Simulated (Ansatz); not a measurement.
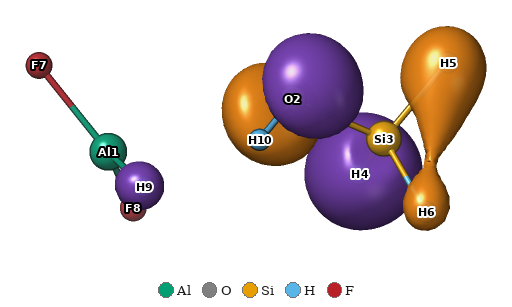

The picture shows: AlF₂H···H₄OSi. One frontier orbital at ±0.15 Å⁻³ᐟ² (orange and purple are the two phases), seen from one side.

Not at a stationary point (largest force 1.0 eV/Å).

Theory: RKS r2SCAN-D4/def2-SVP in Ansatz 0.2.0.

Input

```
crystal:
  periodic: [false, false, false]
  atoms:
    - { symbol: Al, position_ang: [0.0, 0.0, 0.0] }
    - { symbol: O, position_ang: [0.0, 0.0, 2.13] }
    - { symbol: Si, position_ang: [-1.3147, -0.4067, 3.0936] }
    - { symbol: H, position_ang: [-2.239, -1.2403, 2.3304] }
    - { symbol: H, position_ang: [-0.8506, -1.1432, 4.2657] }
    - { symbol: H, position_ang: [-1.9987, 0.8095, 3.5233] }
    - { symbol: F, position_ang: [1.4635, 0.0, -0.845] }
    - { symbol: F, position_ang: [-1.4635, 0.0, -0.845] }
    - { symbol: H, position_ang: [0.0834, 1.7631, 0.5865] }
    - { symbol: H, position_ang: [0.0646, 1.3656, 1.5323] }
basis:
  gaussian: { orbitals: def2-SVP }
hamiltonian:
  xc: r2scan
  dispersion: d4
relax:
  f_tol: 0.15
  max_steps: 25
  restrain:
    - { distance: [0, 8], at: 1.56, k: 30.0 }
    - { distance: [9, 1], at: 1.01, k: 30.0 }
    - { distance: [0, 1], at: 2.98, k: 30.0 }
    - { distance: [9, 8], at: 1.86, k: 30.0 }
output:
  orbitals: {}
```

Run with:

```sh
ansatz run input.yaml --threads 4 --pin off --max-ram 5120MiB --backend cpu --events-out ev --progress --plain --runs-dir out
```

The fields are those of the run's last geometry, not of the input's.

Q: Which orbital is it: HOMO or LUMO?

A: The HOMO, at −7.85 eV. By Hirshfeld shares it lies mainly on O2 (about 45 %), Si3 (about 20 %), H4 (about 20 %) and H5 (about 5 %).
